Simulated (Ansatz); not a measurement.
# doublet C2H3Cl2F+: levels of theory compared

We compute a comparison of 6 runs (U-revPBE/6-31G*, U-wB97M-V/6-31G*, U-wB97X/6-31G*, UBLYP/6-31G*, RPA@PBE0/6-31G*, UBCCD(T)/6-31G*) of doublet C2H3Cl2F+. 

The calculation is run with Ansatz 0.2.0.

69 further runs of the same task are left out: 1 that didn't finish, 68 set aside as unsound or not needed.

## 1. The molecule

C2H3Cl2F+: 8 atoms, total charge +1, spin state doublet. As SMILES of the parent species, `CC(F)(Cl)Cl`. Geometry: relaxed at PBE0-D4/def2-TZVP. That shape belongs to the parent species and isn't relaxed for this state.

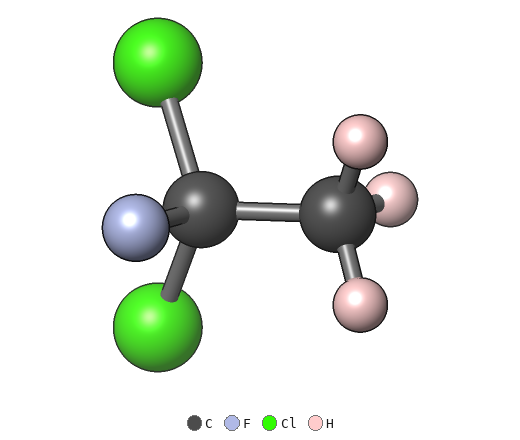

The structure, seen from a chosen angle (carbon dark grey, fluorine light blue, chlorine green, hydrogen pink).

## 2. A single-point energy at U-revPBE/6-31G(d) (spherical functions) (run 1)

File in.yaml:

```yaml
basis:
  gaussian: {orbitals: 6-31G_st_-spherical.json}
crystal:
  periodic: [false, false, false]
  atoms:
    - {symbol: C, position_ang: [-0.133500, -0.505900, 0.646300]}
    - {symbol: C, position_ang: [0.199400, 0.391300, -0.511300]}
    - {symbol: F, position_ang: [1.523600, 0.643200, -0.537400]}
    - {symbol: Cl, position_ang: [-0.232400, -0.372700, -2.055900]}
    - {symbol: Cl, position_ang: [-0.641100, 1.950200, -0.373000]}
    - {symbol: H, position_ang: [0.163400, -0.011800, 1.572000]}
    - {symbol: H, position_ang: [0.414900, -1.442000, 0.535900]}
    - {symbol: H, position_ang: [-1.202100, -0.709300, 0.667600]}
total_charge: 1
magnetization: {spin_polarized: true, initial_magnetization: 1}
hamiltonian: {xc: {name: revPBE}}
accuracy: high
output: {orbitals: {seedname: orbitals}}
```

The basis set 6-31G* is read from a file made from the Basis Set Exchange's data (not shown).

On the command line:

```sh
$ ansatz run in.yaml --threads 1 --pin off --max-ram 3480MiB --events-out events.jsonl --progress --plain --runs-dir runs
```

The log of the run:

```text
Warning: RAYON_NUM_THREADS=1 ignored (pool sized by the plan → 1); use --threads N
Functional definition: revPBE
  name "revPBE"
  parameter kappa = 1.245
  parameter beta = 0.06672455060314922
  exchange = pbe_x(kappa = kappa, mu = beta*pi^2/3)
  correlation = pbe_c(beta = beta)
1945 factors; integrals over basis functions are off by at most 3.9e-9 eV
mean field evaluation 1: about -29856.9290 eV, gradient 4.8e1 eV
mean field evaluation 2: about -29806.9673 eV, gradient 1.1e2 eV
mean field evaluation 4: about -29866.6737 eV, gradient 8.1e0 eV
mean field evaluation 8: about -29866.9879 eV, gradient 6.4e-1 eV
mean field evaluation 16: about -29866.9766 eV, gradient 2.9e-3 eV
mean field evaluation 32: about -29864.1518 eV, gradient 1.4e1 eV
mean field evaluation 64: about -29866.9617 eV, gradient 1.0e0 eV
mean field -29866.97660901 eV, -1097.5911458174 hartree, gradient 7.7e-8 eV, S^2 0.751531; 10 other end points of the search recorded, 0 dependent functions left out
reference -29866.97661201 eV, -1097.5911459276 hartree; 29, 28 occupied and 55, 56 virtual orbitals, 1945 factors
Total energy: -29866.97661201 eV, -1097.5911459276 hartree
```

Run time: 24 s. Hardware: 1 thread of Arm Neoverse V2, shared host; peak memory 0.29 GiB.

## 3. The energy at U-wB97M-V/6-31G(d) (spherical functions) (run 2)

File molecule.yaml:

```yaml
crystal:
  periodic: [false, false, false]
  atoms:
    - symbol: C
      position_ang: [-0.133500, -0.505900, 0.646300]
    - symbol: C
      position_ang: [0.199400, 0.391300, -0.511300]
    - symbol: F
      position_ang: [1.523600, 0.643200, -0.537400]
    - symbol: Cl
      position_ang: [-0.232400, -0.372700, -2.055900]
    - symbol: Cl
      position_ang: [-0.641100, 1.950200, -0.373000]
    - symbol: H
      position_ang: [0.163400, -0.011800, 1.572000]
    - symbol: H
      position_ang: [0.414900, -1.442000, 0.535900]
    - symbol: H
      position_ang: [-1.202100, -0.709300, 0.667600]
basis:
  gaussian:
    orbitals: 6-31G_st_-spherical.json
total_charge: 1
magnetization:
  spin_polarized: true
  initial_magnetization: 1
hamiltonian:
  xc: {name: wB97M-V}
accuracy: high
output:
  orbitals: {seedname: orbitals}
```

The basis set 6-31G* is read from a file made from the Basis Set Exchange's data (not shown).

On the command line:

```sh
$ ansatz run molecule.yaml --threads 1 --pin off --max-ram 3480MiB --events-out events.jsonl --progress --plain --runs-dir runs
```

The log of the run, shortened:

```text
Warning: RAYON_NUM_THREADS=1 ignored (pool sized by the plan → 1); use --threads N
Functional definition: wB97M-V
  name "wB97M-V"
[...]
  gx(w, u) = 1 - cx + cx01*u + cx10*w
  gss(w, u) = css00 + css04*u^4 + css10*w + css20*w^2 + css43*w^4*u^3
  gos(w, u) = cos00 + cos10*w + (cos20 + cos21*u)*w^2 + (cos60 + cos61*u)*w^6
[...]
      + integral(e_c_pw_mod_opposite_spin*gos(b97_w_opposite, b97_u_opposite)) + vv10(b, c)
1945 factors; integrals over basis functions are off by at most 3.9e-9 eV
339 factors; integrals over basis functions are off by at most 1.8e-9 eV
[...]
mean field -29869.64339980 eV, -1097.6891485713 hartree, gradient 9.9e-8 eV, S^2 0.755296; 6 other end points of the search recorded, 0 dependent functions left out
reference -29869.64340297 eV, -1097.6891486878 hartree; 29, 28 occupied and 55, 56 virtual orbitals, 1945 factors
Total energy: -29869.64340297 eV, -1097.6891486878 hartree
```

Run time: 5.5 min. Hardware: 1 thread of Arm Neoverse V2, shared host; peak memory 1.1 GiB.

Runs 3 to 5 aren't shown in full; the table further down has their settings and results.

## 4. A single-point energy at UBCCD(T)/6-31G(d) (spherical functions) (run 6)

File run.yaml:

```yaml
crystal:
  periodic: [false, false, false]
  atoms:
    - {symbol: C, position_ang: [-0.133500, -0.505900, 0.646300]}
    - {symbol: C, position_ang: [0.199400, 0.391300, -0.511300]}
    - {symbol: F, position_ang: [1.523600, 0.643200, -0.537400]}
    - {symbol: Cl, position_ang: [-0.232400, -0.372700, -2.055900]}
    - {symbol: Cl, position_ang: [-0.641100, 1.950200, -0.373000]}
    - {symbol: H, position_ang: [0.163400, -0.011800, 1.572000]}
    - {symbol: H, position_ang: [0.414900, -1.442000, 0.535900]}
    - {symbol: H, position_ang: [-1.202100, -0.709300, 0.667600]}
basis:
  gaussian:
    orbitals: 6-31G_st_-spherical.json
total_charge: 1
magnetization:
  spin_polarized: true
  initial_magnetization: 1
correlation:
  method: bccd_t
  frozen_orbitals: {C: 1, Cl: 5, F: 1, H: 0}
accuracy: high
scf:
  omitted_lower_state_checks: [cluster_reference, increment]
```

The basis set 6-31G* is read from a file made from the Basis Set Exchange's data (not shown).

On the command line:

```sh
$ ansatz run run.yaml --threads 1 --pin off --max-ram 3480MiB --events-out events.jsonl --progress --plain --runs-dir runs
```

The log of the run:

```text
Warning: RAYON_NUM_THREADS=1 ignored (pool sized by the plan → 1); use --threads N
[... 14 lines left out ...]
13 core orbitals not correlated: weight in the atoms' cores, before any rotation towards them, 1.000 or more for the frozen orbitals, at most 0.000 for the correlated occupied ones
[... 67 lines left out ...]
Total energy: -29829.44505097 eV, -1096.2118864990 hartree
Checks for a lower state left out: cluster_reference, increment
```

Run time: 3.2 min. Hardware: 1 thread of Arm Neoverse V2, shared host; peak memory 1.1 GiB.

## 5. The series

| run | level | frozen core orbitals | energy (Eh) | HOMO energy (eV) | LUMO energy (eV) | ⟨S²⟩ | wall time |
| --- | --- | --- | --- | --- | --- | --- | --- |
| 1 | U-revPBE/6-31G* (spherical functions) | – | -1097.591146 | -14.26 | -14.06 | 0.752 | 24 s |
| 2 | U-wB97M-V/6-31G* (spherical functions) | – | -1097.689149 | -17.76 | -11.83 | 0.755 | 5.5 min |
| 3 | U-wB97X/6-31G* (spherical functions) | – | -1097.743448 | -17.86 | -11.81 | 0.758 | 2.7 min |
| 4 | UBLYP/6-31G* (spherical functions) | – | -1097.757361 | -14.13 | -13.94 | 0.751 | 24 s |
| 5 | RPA@PBE0/6-31G* (spherical functions) | 13 | -1096.423789 | – | – | 0.755 | 47 s |
| 6 | UBCCD(T)/6-31G* (spherical functions) | 13 | -1096.211886 | – | – | 0.760 | 3.2 min |

## 6. Results

```
                                           quantity           value
                                run 6: total energy  -1096.21189 Eh
run 6: correlation energy (13 core orbitals frozen)      -746.5 mEh
                              run 6: (T) correction      -26.26 mEh
           run 6: ⟨S²⟩ of the reference determinant           0.760
```

What this shows: Totals of different functionals can't be ranked against each other. All runs together took 13 min, the longest 5.5 min.
